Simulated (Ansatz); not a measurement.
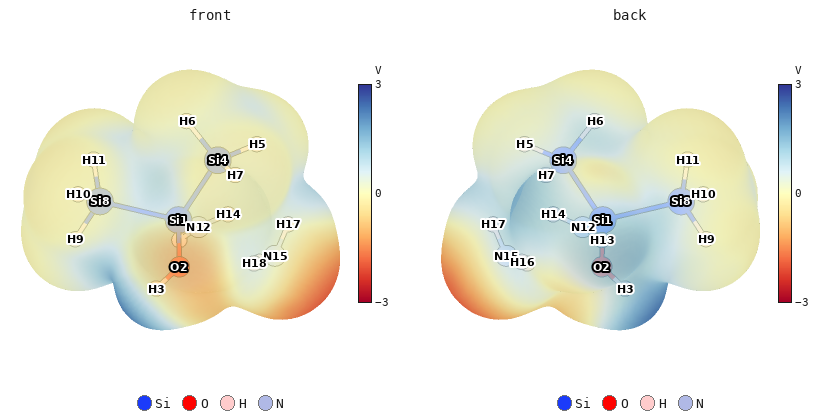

*H9NOSi3···NH3. The molecular electrostatic potential painted on the density surface at 0.001 e/bohr³, seen from the front and from behind; red is negative and blue positive.*

Not at a stationary point (largest force 1.1 eV/Å).

All numbers below come from RHF/def2-SVP in Ansatz 0.2.0.

```xyz
18

Si   -0.1261   -0.0589    0.0102
O    -0.2654    0.0202    1.6779
H    -1.0822    0.3284    2.0344
Si    2.1543    0.0476   -0.6081
H     2.5570   -1.1680   -1.3621
H     2.3783    1.2221   -1.4907
H     3.0263    0.1815    0.5829
Si   -1.2770    1.8712   -0.7812
H    -2.7141    1.8047   -0.3874
H    -0.7159    3.1256   -0.2146
H    -1.2161    1.9589   -2.2638
N    -0.8990   -1.4115   -0.7386
H    -1.8797   -1.4357   -0.9386
H    -0.4076   -2.1831   -1.1505
N     1.1841   -2.4436    1.3836
H     0.2916   -2.5673    0.9527
H     1.9429   -2.4674    0.7285
H     1.1977   -1.6089    1.9738
```

> Which sites attract a positive test charge, and which a negative one?

A positive charge is drawn to the negative regions and a negative charge to the positive ones. The most negative region (about −1.8 V) lies over N15, the most positive (about +2.2 V) over H3. N15 is the likeliest acceptor of a hydrogen bond.
